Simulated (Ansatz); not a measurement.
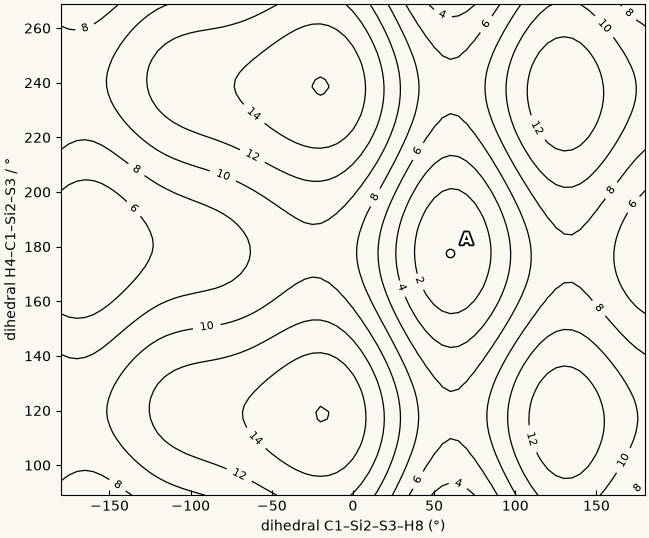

CH₅SSi, SMILES C[SiH]S, spin multiplicity 2. Coordinates scanned: (1) dihedral C1–Si2–S3–H8; (2) dihedral H4–C1–Si2–S3. Nothing is relaxed (all other coordinates rigid). The scan uses an 18 × 17 grid. Energies: kJ/mol, counted from the lowest grid point. The calculation used UHF/def2-TZVP in Ansatz.

In the figure: contour lines labelled in kJ/mol (none above 16), the point A. Between grid points the surface is interpolated.

What is the easiest way out of the well at A, and how high is the barrier?

Answer. The easiest path leads from the well at dihedral C1–Si2–S3–H8 = 60°, dihedral H4–C1–Si2–S3 = 179.0° to the well at about dihedral C1–Si2–S3–H8 = −165°, dihedral H4–C1–Si2–S3 = 180°, about 4 kJ/mol higher. Its highest point lies about 7.7 kJ/mol above the bottom of the first well on the interpolated surface, at about dihedral C1–Si2–S3–H8 = 130°, dihedral H4–C1–Si2–S3 = 176°. Seen from the upper well the barrier is about 3.7 kJ/mol. The start is the relaxed structure and all else is held, so a fully relaxed path at this level can only be lower.

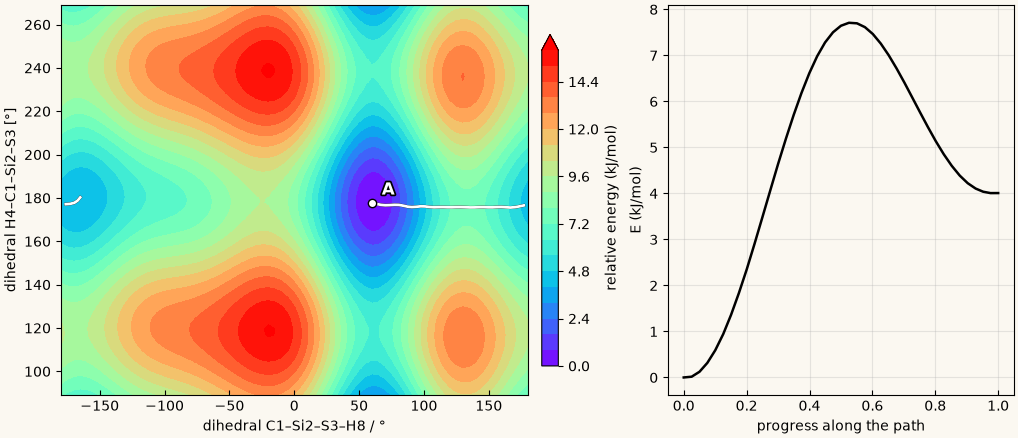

In the figure: filled contours, a line along the lowest path, one colour for all values above the top of the scale, the energy along the path at the right. Between grid points the surface is interpolated.
